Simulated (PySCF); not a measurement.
# M06-L/def2-TZVPPD run of As2 (SMILES [As]#[As])

What is the vertical electron affinity of As2 at M06-L/def2-TZVPPD? The job is set up through a Python script.

The results are computed with PySCF 2.14.0.

1 further run of the same task is left out (set aside as unsound or not needed).

## (1) Starting point

The species is As2 (2 atoms), meant as a singlet with charge 0. SMILES: `[As]#[As]`. The shape is that of a PBE0-D4/def2-TZVP optimisation.

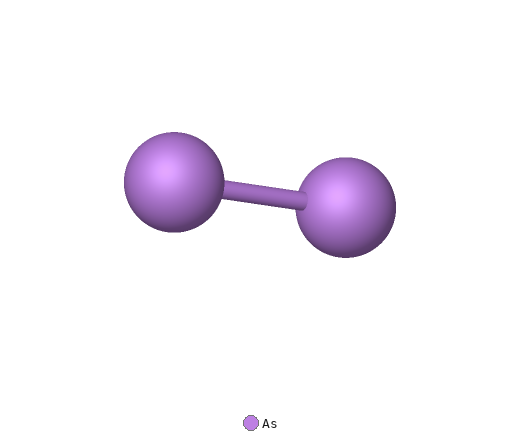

Viewed from a chosen angle; arsenic purple.

## (2) A single-point energy at M06-L/def2-TZVPPD

Input file job.py:

```python
from pyscf import gto, dft

mol = gto.M(
    atom='''
As     0.000000     0.000000     0.002480
As     0.000000     0.000000     2.091490
''',
    spin=0,
    charge=0,
    verbose=3,
    max_memory=1860,
    basis='def2-tzvppd',
)

mf = dft.RKS(mol, xc='m06-l')
mf.conv_tol = 1e-10
mf.grids.level = 5
mf.kernel()
if not mf.converged:
    mf = mf.newton().run(mf.mo_coeff, mf.mo_occ)

etot = mf.e_tot
print('E(%s) = %.9f' % ('M06-L', etot))
```

The run is started by

```sh
$ OMP_NUM_THREADS=1 python job.py
```

Log:

```text
converged SCF energy = -4471.63953065875
E(M06-L) = -4471.639530659
```

Wall time 16 s (1 thread of Arm Neoverse V2, shared host); peak memory 0.57 GiB.

## (3) The doublet anion

Input file calc.py:

```python
from pyscf import gto, dft

mol = gto.Mole()
mol.atom = 'As 0.000000 -0.000000 0.002480; As -0.000000 0.000000 2.091490'
mol.spin = 1
mol.charge = -1
mol.max_memory = 1860
mol.basis = 'def2-tzvppd'
mol.verbose = 4
mol.build()

myscf = dft.UKS(mol)
myscf.xc = 'm06-l'
myscf.conv_tol = 1e-10
myscf.grids.level = 5
myscf.kernel()
if not myscf.converged:
    myscf = myscf.newton().run(myscf.mo_coeff, myscf.mo_occ)

e_tot = myscf.e_tot
print(f'total energy: {e_tot:.8f} hartree')
```

The run is started by

```sh
$ OMP_NUM_THREADS=1 python calc.py
```

Log:

```text
PySCF version 2.14.0

[INPUT] num. atoms = 2
[INPUT] num. electrons = 67
[INPUT] charge = -1
[INPUT] spin (= nelec alpha-beta = 2S) = 1
[INPUT] symmetry False subgroup None
[INPUT] Mole.unit = angstrom
[INPUT] Symbol           X                Y                Z      unit          X                Y                Z       unit  Magmom
[INPUT]  1 As     0.000000000000   0.000000000000   0.002480000000 AA    0.000000000000   0.000000000000   0.004686520789 Bohr   0.0
[INPUT]  2 As     0.000000000000   0.000000000000   2.091490000000 AA    0.000000000000   0.000000000000   3.952343292267 Bohr   0.0

nuclear repulsion = 275.859848776157
number of shells = 36
number of NR pGTOs = 218
number of NR cGTOs = 108
basis = def2-tzvppd
ecp = {}

******** <class 'pyscf.dft.uks.UKS'> ********
method = UKS
initial guess = minao
damping factor = 0
level_shift factor = 0
DIIS = <class 'pyscf.scf.diis.CDIIS'>
diis_start_cycle = 1
diis_space = 8
diis_damp = 0
SCF conv_tol = 1e-10
SCF conv_tol_grad = None
SCF max_cycles = 50
direct_scf = True
direct_scf_tol = 1e-13
number electrons alpha = 34  beta = 33
XC library pyscf.dft.libxc version 7.0.0
    S. Lehtola, C. Steigemann, M. J.T. Oliveira, and M. A.L. Marques.,  SoftwareX 7, 1–5 (2018)
XC functionals = m06-l
    Y. Zhao and D. G. Truhlar.,  Theor. Chem. Acc. 120, 215 (2008)
radial grids:
    Treutler-Ahlrichs [JCP 102, 346 (1995); DOI:10.1063/1.469408] (M4) radial grids

becke partition: Becke, JCP 88, 2547 (1988); DOI:10.1063/1.454033
pruning grids: <function nwchem_prune>
grids dens level: 5
symmetrized grids: False
atomic radii adjust function: <function treutler_atomic_radii_adjust>
small_rho_cutoff = 0
Set gradient conv threshold to 1e-05
tot grids = 89472
init E= -4470.3531121732

[... the frontier-level lines of each cycle are left out ...]



cycle= 1 E= -4471.60613237067  delta_E= -1.25  |g|= 0.341  |ddm|= 1.39
cycle= 2 E= -4471.61361598701  delta_E= -0.00748  |g|= 0.272  |ddm|= 0.869
cycle= 3 E= -4471.65230454767  delta_E= -0.0387  |g|= 0.071  |ddm|= 0.395
cycle= 4 E= -4471.65455906928  delta_E= -0.00225  |g|= 0.011  |ddm|= 0.0963
cycle= 5 E= -4471.65461376455  delta_E= -5.47e-05  |g|= 0.00334  |ddm|= 0.0641
cycle= 6 E= -4471.65461988821  delta_E= -6.12e-06  |g|= 0.000941  |ddm|= 0.0136
cycle= 7 E= -4471.6546204863  delta_E= -5.98e-07  |g|= 9.34e-05  |ddm|= 0.00314
cycle= 8 E= -4471.65462050344  delta_E= -1.71e-08  |g|= 2.28e-05  |ddm|= 0.00101
cycle= 9 E= -4471.654620504  delta_E= -5.58e-10  |g|= 2.72e-06  |ddm|= 0.000179
cycle= 10 E= -4471.654620504  delta_E= 9.09e-13  |g|= 6.76e-07  |ddm|= 1.47e-05
Extra cycle  E= -4471.654620504  delta_E= -4.55e-12  |g|= 6.06e-07  |ddm|= 6.27e-06
converged SCF energy = -4471.654620504  <S^2> = 0.75497351  2S+1 = 2.0049673
total energy: -4471.65462050 hartree
```

Wall time 33 s (1 thread of Arm Neoverse V2, shared host); peak memory 0.59 GiB.

## (4) Results

Level: M06-L/def2-TZVPPD.

| quantity | value |
| --- | --- |
| singlet As2: total energy | -4471.63953 Eh |
| singlet As2: dipole moment | 0.00 D |
| singlet As2: HOMO energy | -6.59 eV |
| singlet As2: LUMO energy | -3.08 eV |
| singlet As2: HOMO–LUMO gap | 3.50 eV |
| doublet anion: total energy | -4471.65462 Eh |
| doublet anion: HOMO energy (highest over α and β) | 2.15 eV |
| doublet anion: LUMO energy (lowest over α and β) | 2.53 eV |
| doublet anion: ⟨S²⟩ | 0.755 |
| vertical electron affinity (to the doublet anion) | 0.411 eV |

What this shows: At fixed nuclei the extra electron is bound by 0.41 eV (9.5 kcal/mol). The HOMO (doublet anion) lies at positive energy, 2.15 eV, as semi-local functionals often give for anions; only total energies tell whether the electron is bound.
